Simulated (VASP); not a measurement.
Band structure of Mg (hcp). Calculation: SCAN meta-GGA, VASP's PBE PAW potentials (set 64) (plane waves; VASP).

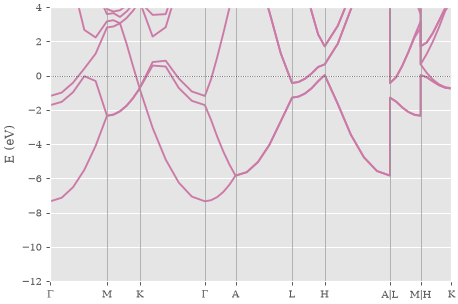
Fig. 1. Bands along high-symmetry lines, zero at the valence-band maximum or, without a gap, the Fermi level

Problem. Read the plot: is there a gap, and where are the band edges?

Solution. It has no gap at this level: it comes out as a metal or semimetal.

The compound is Mg in the hcp structure. It was relaxed first.
